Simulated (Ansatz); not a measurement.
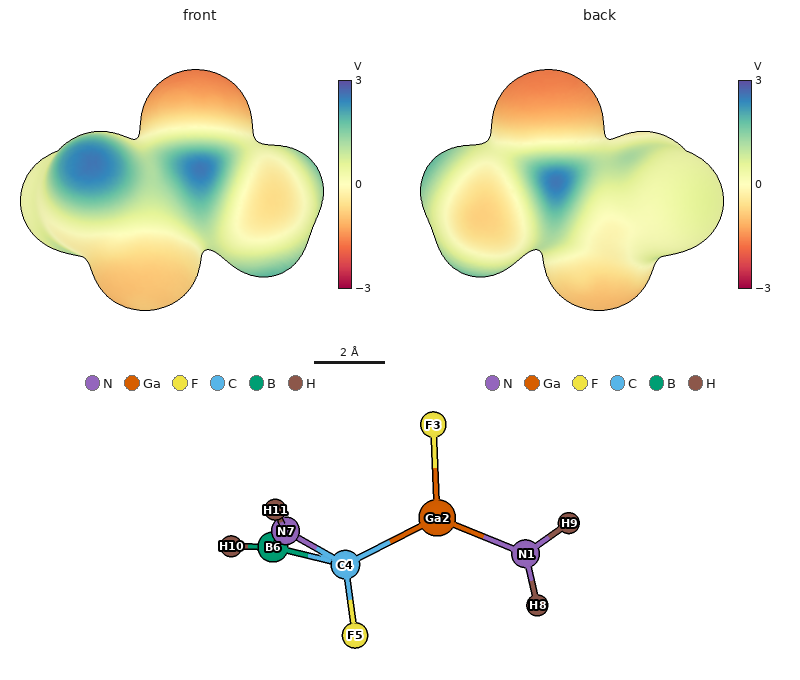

CH$_{4}$BF$_{2}$GaN$_{2}$ (SMILES [NH2][Ga]([F])[C]1(F)BN1). The electrostatic potential painted on the density surface at 0.002 e/bohr³, seen from the front and from behind; the colour scale runs from red (negative) to blue (positive). The bare structure is drawn below in the same view.

Geometry: PBE0-D4/def2-TZVP.

These are results of RKS PBE0-D4/def2-TZVPP in Ansatz 0.2.0, not measurements.

Input

```
crystal:
  periodic: [false, false, false]
  atoms:
    - {symbol: N, position_ang: [-0.225612, -2.238916, -1.311224]}
    - {symbol: Ga, position_ang: [0.406011, -0.904064, -0.288250]}
    - {symbol: F, position_ang: [2.087517, -1.122007, 0.201465]}
    - {symbol: C, position_ang: [-0.414126, 0.770144, 0.282567]}
    - {symbol: F, position_ang: [-1.805060, 0.727803, 0.083409]}
    - {symbol: B, position_ang: [0.231372, 2.189320, 0.362390]}
    - {symbol: N, position_ang: [-0.032282, 1.464551, 1.467188]}
    - {symbol: H, position_ang: [-1.173981, -2.292158, -1.638304]}
    - {symbol: H, position_ang: [0.317695, -3.051982, -1.543467]}
    - {symbol: H, position_ang: [0.641596, 3.210087, -0.065081]}
    - {symbol: H, position_ang: [-0.033140, 1.247222, 2.449319]}
basis:
  gaussian: {orbitals: def2-TZVPP}
hamiltonian: {xc: pbe0, dispersion: d4}
output: {orbitals: {seedname: orbitals}}
```

Launched as:

```sh
ansatz run in.yaml --threads 2 --pin off --events-out ev --progress --plain --max-ram 32768MiB --backend cuda --devices 0, --max-vram 18GiB
```

> Where is the surface potential most negative and most positive?

The most negative region (about −1.6 V) lies over F3, the most positive (about +2.5 V) over Ga2 and H11.
